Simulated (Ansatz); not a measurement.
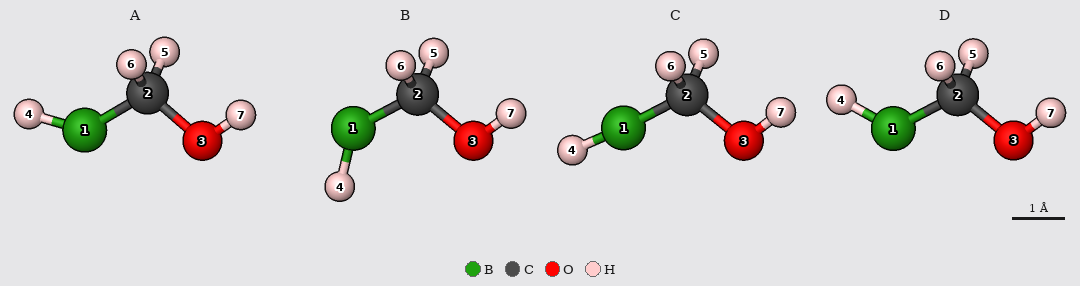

4 geometries from a converged minimum-energy path of CH4BO (multiplicity 2), shuffled. The picture is a ball-and-stick view, seen at a tilt.

All numbers below come from UKS PBE-D4/def2-mTZVP (Ansatz 0.2.0). Settings: 5 movable images; climbing image; force threshold 0.05 eV/Å; iteration limit 60; starting path by image-dependent pair potential.

One of them is the converged climbing image. Which?

Answer. C. In order along the path, whose images run from 0 to 6: D (image 0, 0.0 kcal/mol), A (image 1, +0.9 kcal/mol), C (image 3, +6.4 kcal/mol), B (image 6, +0.3 kcal/mol). The motion is an in-plane inversion: the angle C2–B1–H4 opens from 126° to 176° on the way and closes on the other side (133° at the end). No bond forms or breaks between the ends. Among the angles between lasting bonds that change up to the highest image: C2–B1–H4 126.3° → 176.4°.
